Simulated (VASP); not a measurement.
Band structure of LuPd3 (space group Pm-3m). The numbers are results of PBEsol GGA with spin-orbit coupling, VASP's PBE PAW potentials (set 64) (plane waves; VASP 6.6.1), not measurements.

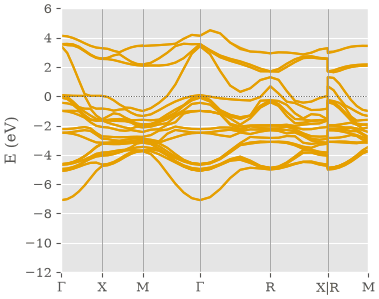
Figure. Bands along high-symmetry lines, zero at the valence-band maximum or, without a gap, the Fermi level

Read the plot: is there a gap, and where are the band edges?

It has no gap at this level: it comes out as a metal or semimetal.

The structure comes from a computed database's LuPd3 entry (Pm-3m); how it stands against other phases isn't given here. It was relaxed first.
